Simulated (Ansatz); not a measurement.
**How far to go with the plane-wave cutoff: LuHg (P4mm, 2 atoms in the cell)**

```
CELL_PARAMETERS angstrom
      3.62808     0.00000     0.00000
      0.00000     3.62808     0.00000
      0.00000     0.00000     3.62808
ATOMIC_POSITIONS crystal
  Lu 0.50000 0.50000 0.51378
  Hg 0.00000 0.00000 0.00000
```

Method: LDA (PW92), default PAW files made with PBE (plane waves; Ansatz, an electronic-structure program).

Base settings: basis.ecutwfc = 420 eV; kpoints.mp_grid.grid = 9 9 9; hamiltonian.xc = lda; hamiltonian.pseudopotentials = {kind: paw} (the program's default PAW files); scf.occupations.method = gaussian; scf.occupations.width = 0.1 eV.

The second cell is the first with its lattice scaled by 0.98.

The mesh stays at the base's, so the ladder's end is converged at best in this setting alone.

The first pressure column holds Ansatz's estimate of the finite-basis (Pulay) stress, which hides part of the cutoff error; the other is without it.

Only quantities that move along the ladder and can be compared are tabulated.

The count of work is k-points × plane waves × bands × iterations; it is no time. 

The starting cell comes from a database of computed structures (which also holds hypothetical and non-ambient phases and stackings), without a prior relaxation at this level. Its lattice was rescaled by up to half a per cent. One atom was moved a little off its site on purpose. In the base run, with a pressure of about -5 GPa the cell is away from its equilibrium volume at this level.

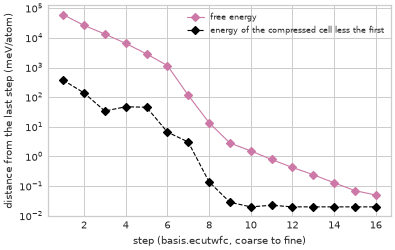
Fig. 1. Distance from the last step along the ladder; very small values are drawn at a floor.

```tsv
basis.ecutwfc	free energy less the last step's (meV/atom)	energy of the compressed cell less the first (meV/atom)	pressure (GPa)	pressure without the Pulay estimate (GPa)	largest difference of a force vector from the last step's (eV/Å)	count of work / last
145 eV	60423.78	-403.06	6.46	-1310.59	0.544	0.060
170 eV	26429.70	111.26	9.82	-667.71	0.101	0.084
190 eV	13469.27	-61.86	-2.13	-399.95	0.046	0.086
210 eV	6532.19	-75.17	-1.55	-236.83	0.050	0.11
230 eV	2874.62	18.09	-2.41	-130.68	0.128	0.13
250 eV	1165.90	-21.06	-4.63	-66.15	0.039	0.15
295 eV	116.27	-24.65	-5.19	-13.57	0.005	0.15
335 eV	13.77	-27.86	-5.33	-6.36	0.002	0.23
380 eV	2.84	-27.69	-5.31	-5.40	0.000	0.23
420 eV	1.55	-27.71	-5.31	-5.36	0.000	0.27
460 eV	0.79	-27.70	-5.32	-5.34	0.000	0.35
505 eV	0.43	-27.71	-5.32	-5.33	0.000	0.41
565 eV	0.24	-27.72	-5.32	-5.32	0.000	0.47
630 eV	0.13	-27.72	-5.32	-5.32	0.000	0.58
735 eV	0.07	-27.72	-5.32	-5.32	0.000	0.70
840 eV	0.04	-27.72	-5.32	-5.32	0.000	0.76
1010 eV	0.00	-27.72	-5.32	-5.32	0.000	1.0
```

Coarsest basis.ecutwfc that holds the pressure without the Pulay estimate within 0.5 GPa of the last step, with all finer ones: 380 eV, at 0.23 of the last step's count of work; the step before is off by 1.0 GPa.

Coarsest basis.ecutwfc that holds the energy of the compressed cell less the first within 2 meV/atom of the last step, with all finer ones: 335 eV, at 0.23 of the last step's count of work; the step before is off by 3.1 meV/atom.

Coarsest basis.ecutwfc that holds the free energy within 5 meV/atom of the last step, with all finer ones: 380 eV, at 0.23 of the last step's count of work; the step before is off by 14 meV/atom.

The energy difference between the two cells stays within 1 meV/atom of the last step's from 335 eV on, the total only from 460 eV on: much of the error is common to both cells and cancels.

At the lowest cutoff the pressure without the Pulay estimate lies 1310 GPa under the last step's, the usual sign of Pulay stress in an incomplete plane-wave basis.

Keys are those of Ansatz 0.2.
